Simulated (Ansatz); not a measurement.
C₂H₄Cl₂Sn (SMILES C=[CH][SnH]([Cl])[Cl])

```tsv
atom	x (Å)	y (Å)	z (Å)
C	0.3267	0.5056	-1.5691
C	0.6209	-0.3719	-0.6200
Sn	-0.4501	-0.4232	1.1930
Cl	-1.9485	1.3519	1.1111
Cl	1.0186	0.0131	2.9409
H	-0.4741	1.2310	-1.4602
H	0.8853	0.5372	-2.5010
H	1.4338	-1.0808	-0.7505
H	-1.3241	-1.8092	1.6387
```

Geometry: PBE0-D4/def2-TZVP; core potentials replace the inner electrons of Sn.

These are results of RKS PBE0-D4/def2-TZVPP in Ansatz, not measurements.

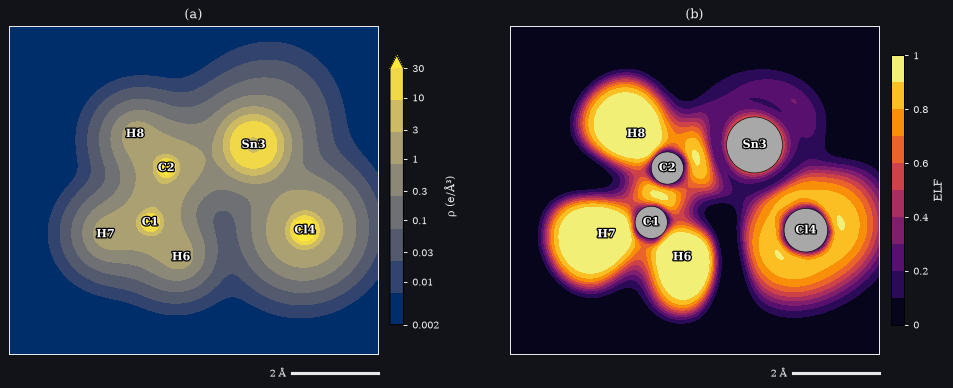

Figure 1. (a) electron density; (b) electron localisation function on the plane of atoms C2, Sn3 and Cl4. Grey discs cover the atomic cores in the ELF map.

What do the fields say about this system?

The section cuts through C, Sn, Cl and H sites. C–C (1.33 Å): ρ is about 2.4 e/Å³ halfway; the ELF peaks at about 0.90 between the atoms; a short, multiple covalent bond. C–Sn (2.11 Å): the density is about 0.77 e/Å³ at the midpoint; the ELF peaks at about 0.90 in the valence shell of C, 0.7 Å from its nucleus, and drops to about 0.20 between the two atoms. Sn–Cl (2.32 Å): ρ is about 0.62 e/Å³ halfway; the ELF peaks at about 0.85 in the valence shell of Cl, 0.8 Å from its nucleus, and drops to about 0.15 between the two atoms. C–H (1.09 Å): ρ is about 2.1 e/Å³ halfway; the ELF climbs to about 1 towards the hydrogen, as it does in any bond to H; a covalent bond by its length. The ELF also peaks beside Cl4, away from the bonds: lone-pair regions.

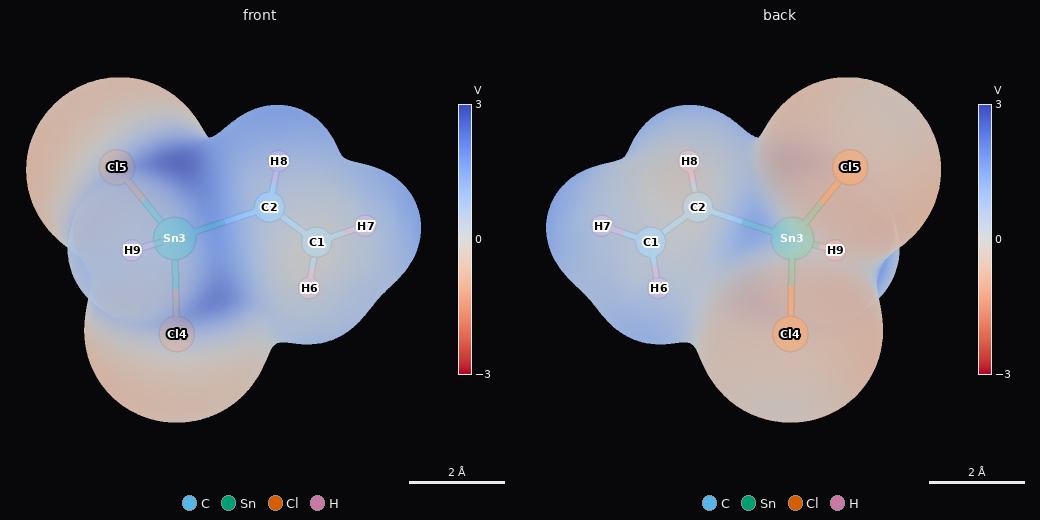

Figure 2. The electrostatic potential painted on the density surface at 0.002 e/bohr³, seen from the front and from behind; the colour scale runs from red (negative) to blue (positive).

Which sites attract a positive test charge, and which a negative one?

A positive charge is drawn to the negative regions and a negative charge to the positive ones. The most negative region (about −0.7 V) lies over Cl4 and Cl5, the most positive (about +2.3 V) over Sn3.

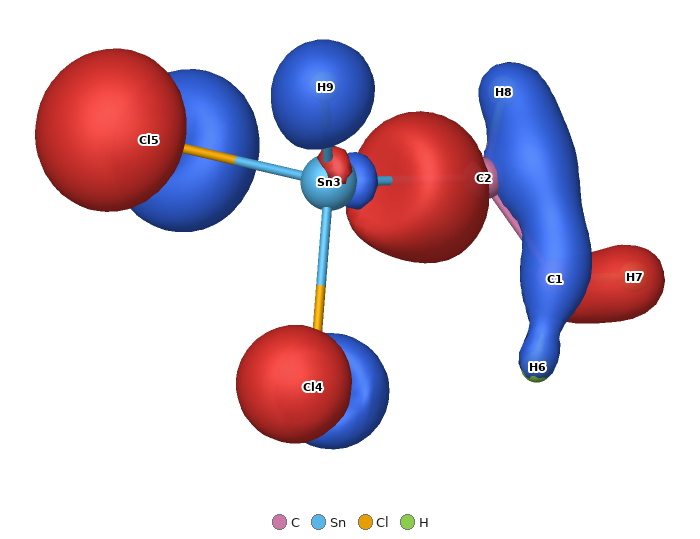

Figure 3. One frontier orbital at ±0.15 Å⁻³ᐟ² (blue and red are the two phases), seen at a tilt.

Which orbital is it: HOMO or LUMO?

The HOMO, at −8.63 eV. By Hirshfeld shares it lies mainly on Cl5 (about 35 %), C2 (about 20 %), Cl4 (about 15 %), Sn3 (about 10 %) and C1 (about 5 %).

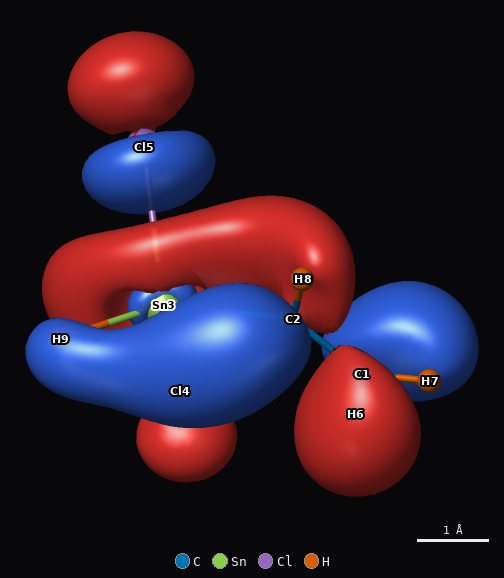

Figure 4. One frontier orbital at ±0.08 Å⁻³ᐟ² (blue and red are the two phases), seen at an oblique angle.

Which orbital is it: HOMO or LUMO?

The LUMO, at −1.33 eV. It lies mainly on Sn3 (about 30 %), C1 (about 20 %), C2 (about 15 %), Cl5 (about 15 %) and Cl4 (about 10 %).
